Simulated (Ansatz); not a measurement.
Partial pair distribution functions of a relaxed model of amorphous Si24O49Cu2, broadened by 0.06 Å; density 2.34 g/cm³. All values below come from PBE, scalar-relativistic without spin-orbit coupling (plane waves to 420 eV, PAW; Ansatz, a first-principles code).

Preparation: random packing, a CHGNet melt and quench, and a DFT relaxation. O atoms were pushed apart under 1.9 Å during the dynamics, to hinder bonds among them. The hot cell started wider than the set density and was brought back towards it in steps. It is the lowest in DFT energy of 2 quenches. It is a model cell: composition and starting density were chosen by hand, and all elements were melted together. No dispersion term was used. Its density started from a set value of 2.34 and ended at 2.34 g/cm³. The simulated quench (nominally 400 K/ps over its main leg) is rapid and tends to freeze in more defects than a deposited or slowly cooled glass has. Values belong to this one cell and scatter from quench to quench. The volume was held where the preparation left it and the shape relaxed, at a PBE pressure of 2.3 GPa. Stress components on the final sampling reach 2.3 GPa.

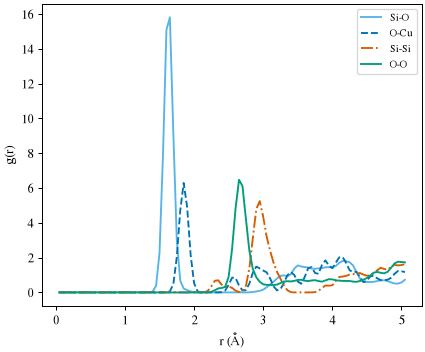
Fig. 1. Partial pair distribution functions

Highest peaks under 4.5 Å: Si-O near 1.65 Å, O-Cu near 1.85 Å, Si-Si near 2.95 Å, O-O near 2.65 Å; pairs of few atoms are noisy.

Within 2.00 Å each Si has 4.00 O neighbours on average.
